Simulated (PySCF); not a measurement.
Consider C$_{6}$H$_{6}$ClF$_{2}$ (doublet).

The calculation's input:

```
{"job": {"kind": "epr", "basis": "pcH-1"}, "charge": 0, "multiplicity": 2}
F      2.268736    -1.253632     0.798732
C      1.831342    -0.068985     0.303777
Cl     2.498084     1.255059     1.270047
C      1.554677     0.109481    -1.106299
C      0.407026    -0.005661    -0.219433
C     -0.691147     1.016783     0.076941
C     -1.722776    -0.119805     0.052971
F     -2.455664    -0.235453     1.203682
C     -0.598910    -1.155192    -0.086221
H      1.865711     0.853199    -1.805524
H     -0.823783     1.799211    -0.665754
H     -0.582659     1.460505     1.065376
H     -2.438498    -0.089468    -0.772020
H     -0.660500    -1.808775    -0.952317
H     -0.456053    -1.749278     0.814131
```

Run with:

```sh
OMP_NUM_THREADS=1 python probes_run.py task.json out
```

Geometry: GFN2-xTB.

Theory: PySCF, UKS B3LYP, pcH-1 on C Cl F H, non-relativistic, mean-field spin-orbit, GIAO.

Q: Predict the electron density, electron localisation function and spin density between the atoms.

A: C–F (1.37 Å): ρ at the midpoint is about 2.1 e/Å³, with its minimum of 1.7 e/Å³ about 0.5 Å from C; the ELF peaks at about 0.85 between the atoms, as expected for a shared but strongly polarised pair.
C–C (1.45 Å): ρ is about 1.8 e/Å³ halfway; the ELF peaks at about 0.90 between the atoms; localised, covalent bonding.
C–H (1.09 Å): ρ is about 2.1 e/Å³ halfway; the ELF climbs to about 1 towards the hydrogen, as it does in any bond to H: a covalent bond by its length.
C–C (1.52 Å): ρ is about 1.6 e/Å³ halfway; the ELF peaks at about 0.85 between the atoms (a shared electron pair).
The unpaired spin (1 electron) lies mostly on C4 (about 0.7), in electrons by Hirshfeld's partition.

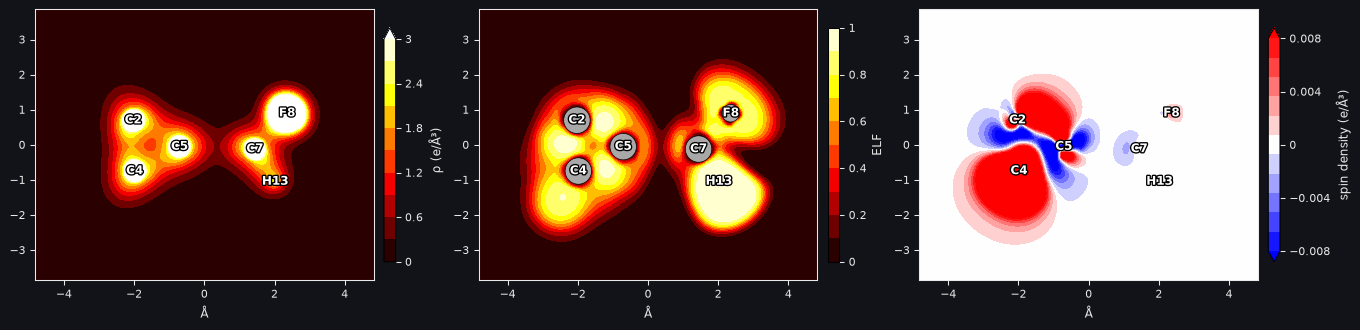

Computed electron density, electron localisation function and spin density on the plane of atoms C2, C5 and C4, in this order. Grey discs cover the atomic cores in the ELF map. 
